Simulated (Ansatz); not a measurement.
## Profile along the O–Mg line in MgO (rock salt)

MgO (rock salt)

```cif
data_Mg4O4
_chemical_formula_sum 'O4 Mg4'
_space_group_name_H-M_alt 'Fm-3m'
_space_group_IT_number 225
_space_group_name_Hall '-F 4 2 3'
_cell_length_a 4.25375
_cell_length_b 4.25375
_cell_length_c 4.25375
_cell_angle_alpha 90.000
_cell_angle_beta 90.000
_cell_angle_gamma 90.000
loop_
_atom_site_label
_atom_site_type_symbol
_atom_site_symmetry_multiplicity
_atom_site_Wyckoff_symbol
_atom_site_fract_x
_atom_site_fract_y
_atom_site_fract_z
_atom_site_occupancy
O1 O 4 a 0.00000 0.00000 0.00000 1
Mg1 Mg 4 b 0.50000 0.50000 0.50000 1
```
(The calculation used a cell of 2 atoms; values per cell refer to that cell.)

Fields along a shortest O–Mg line of a {100} plane (2.13 Å), from O to Mg, interpolated on the slice's grid (step about 0.1 Å). Level of theory: PBE (plane waves to 420 eV, PAW, scalar-relativistic; Ansatz, a first-principles code). k mesh 13×13×13. These are valence fields of a PAW run, semicore shells included where kept as valence: close to a nucleus they are smooth pseudo fields. MgO was relaxed with its symmetry unable to fall.

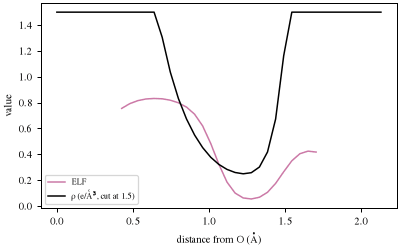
Figure: ELF (away from the nuclei) and valence density from O to Mg.

Density on the O–Mg line (2.13 Å) at its density minimum, 1.2 Å from O: 0.25 e/Å³. ELF at that point: 0.1. Character of the O–Mg contact (rough rule: ELF there above 0.7 covalent, below 0.2 ionic, polar between): closed-shell (ionic).
